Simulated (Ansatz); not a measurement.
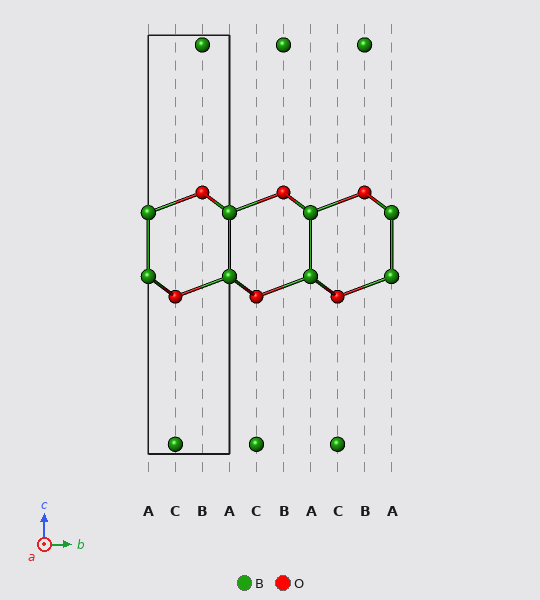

Projection along an edge of the hexagonal mesh, stacking direction c upwards. The dashed lines mark the three columns A (0, 0), B (1/3, 2/3) and C (2/3, 1/3). The sequence starts with the first layer at or above the cell's origin.

B₂O. Coordinates: the geometry relaxed with DFT PBE, scalar-relativistic, plane waves, PAW in Ansatz.

Q: List the layers of one repeat.

A: B(C) – O(C) – B(A) – B(A) – O(B) – B(B) (six layers in 11.47 Å).

Heights of the layers:

```
layer  atoms (column)  height (Å)  to next (Å)
    1            B(C)        0.26         4.04
    2            O(C)        4.31         0.55
    3            B(A)        4.86         1.75
    4            B(A)        6.61         0.55
    5            O(B)        7.16         4.04
    6            B(B)       11.20         0.53
```
